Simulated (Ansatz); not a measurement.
A relaxed structure of PbS. Space group Fm-3m (No. 225), rock salt type. All values below come from PBEsol (plane waves to 420 eV, PAW, scalar-relativistic; Ansatz, an electronic-structure program).

```cif
data_PbS
_chemical_formula_sum 'Pb1 S1'
_space_group_name_H-M_alt 'P 1'
_space_group_IT_number 1
_cell_length_a 4.17386
_cell_length_b 4.17386
_cell_length_c 4.17386
_cell_angle_alpha 60.000
_cell_angle_beta 60.000
_cell_angle_gamma 60.000
loop_
_space_group_symop_operation_xyz
  'x, y, z'
loop_
_atom_site_label
_atom_site_type_symbol
_atom_site_fract_x
_atom_site_fract_y
_atom_site_fract_z
_atom_site_occupancy
Pb1 Pb 0.00000 0.00000 0.00000 1
S1 S 0.50000 0.50000 0.50000 1
```

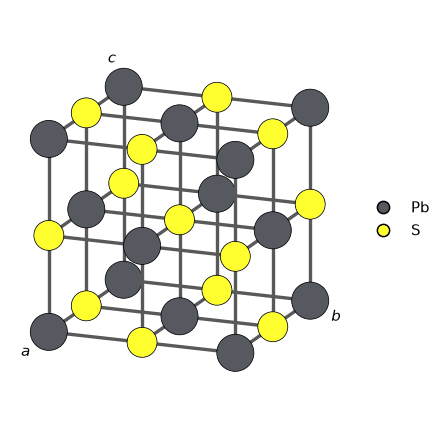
*The conventional cell of the relaxed structure*

Volume per atom: 25.71 Å³
Band gap: 0.20 eV, direct at L (no spin-orbit coupling)
Shortest distances: Pb–S 2.95 Å
k-mesh: 10×10×10

Band energies at high-symmetry points (eV from the VBM; labels of this space group; no spin-orbit coupling), from −5 eV up to 1.5 eV:

```json
[
 {"point": "Γ", "energies": "-2.26 -2.26 -2.26"},
 {"point": "X", "energies": "-3.58 -3.58"},
 {"point": "U", "energies": "-4.96 -3.06 -2.59"},
 {"point": "K", "energies": "-4.96 -3.06 -2.59"},
 {"point": "L", "energies": "-1.85 -1.85 0.00 0.20"},
 {"point": "W", "energies": "-4.60 -4.60 -1.06"}
]
```

No spin polarisation in the result. Spin-orbit coupling is missing; with elements this heavy it can move band edges by tenths of an eV or more.

The run could not lose the symmetry of its start.
